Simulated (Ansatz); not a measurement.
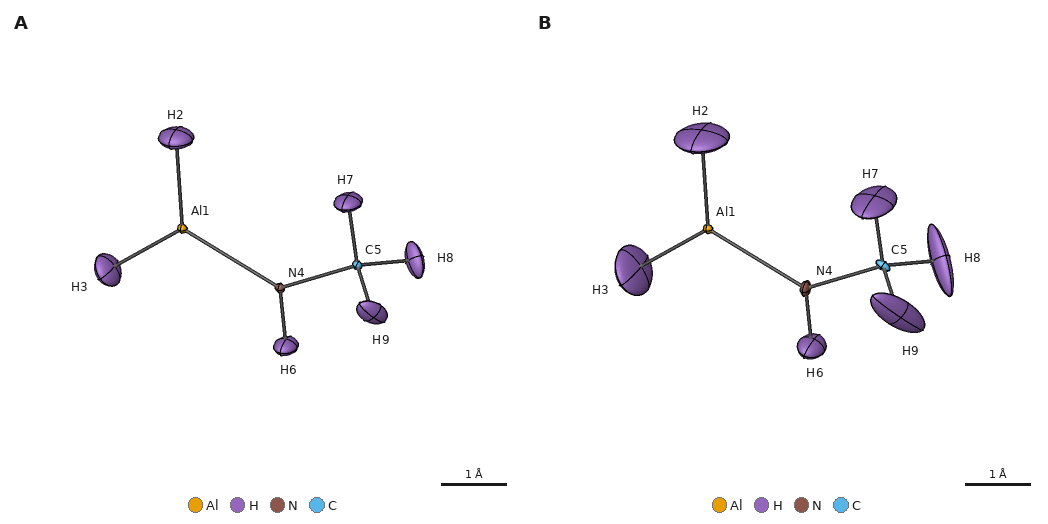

Displacement ellipsoids at the 50 % level, from the internal vibrations of the free molecule (harmonic, no overall translation or rotation; no half-axis is drawn under 0.075 Å). Vibrations computed with RKS PBE0-D4/def2-TZVP (Ansatz 0.2.0). One panel is for 0 K (zero-point motion alone), the other for 600 K.

### Which panel is for 600 K?

B.

### How much does the mean-square displacement of H8 grow, and why?

U_eq goes from 0.0188 to 0.0580 Å², a factor of 3.1. Modes below kT (417 cm⁻¹ at 600 K) grow about in proportion to T, and the lowest lies at 178 cm⁻¹; the mean-square amplitude of a mode is its zero-point value times coth(ħω/2kT), which comes close to 1 only above about 3kT.
